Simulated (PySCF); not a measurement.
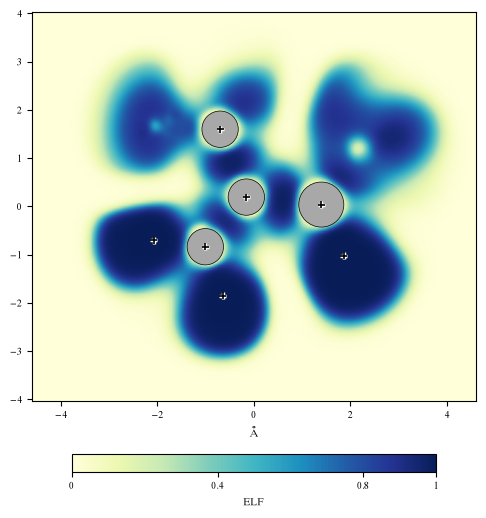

The ELF on a plane through atoms (crosses mark nuclei in the plane; grey discs cover the cores).

Computed with B3LYP/pcSseg-1, SCF density, gas phase, non-relativistic (PySCF).

Candidates:
A. C₃H₆BF₂N (SMILES C=C(BN)C(F)F)
B. C₄H₈O₂ (SMILES C1COCOC1)

**Which candidate gave the map?**

Candidate A: C₃H₆BF₂N on the plane of atoms C2, C1 and H9, which holds C, B and H. C–C (1.33 Å): the ELF peaks at about 0.95 between the atoms (a multiple bond). C–B (1.56 Å): the ELF peaks at about 1 between the atoms: a covalent bond.
